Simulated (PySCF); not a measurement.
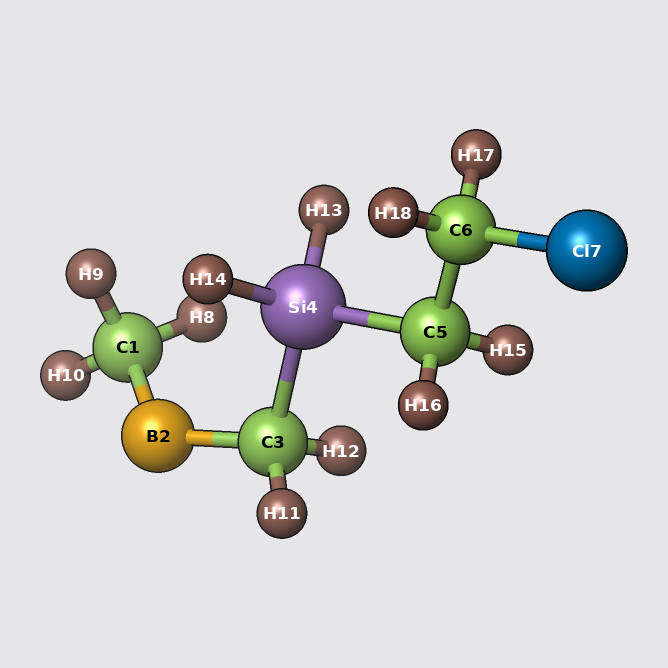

State: neutral, doublet. The computed structure is the end point of a GFN2-xTB optimisation. No frequency run is at hand to confirm it as a minimum. Method: UKS B3LYP, pcH-1 on B C Cl H Si, non-relativistic (PySCF 2.14.0). Fermi-contact and spin-dipolar terms alone, no spin-orbit part.

**Which nucleus has the largest dipolar (anisotropic) hyperfine coupling?**

11B at B2: principal values −41.7, −41.7, 83.4 MHz.

List the isotropic and dipolar parts for the most strongly coupled nuclei, one of each equivalent set.

```tsv
atom	isotope	a_iso (MHz)	dipolar part (MHz)
B2	11B	357.7	−41.7, −41.7, 83.4
H11	1H	49.0	−5.9, −4.7, 10.6
H10	1H	28.4	−5.7, −4.5, 10.2
H9	1H	−4.6	−5.4, −3.6, 9.0
C3	13C	45.8	−5.6, −3.2, 8.8
C1	13C	48.9	−5.1, −3.6, 8.7
H12	1H	24.9	−4.6, −2.8, 7.4
H8	1H	69.5	−4.4, −1.9, 6.3
```

The geometry is semi-empirical. Around B, Si such bond lengths and angles can be off by a tenth of an ångström or more and by several degrees, and values that hang on the shape move with them.
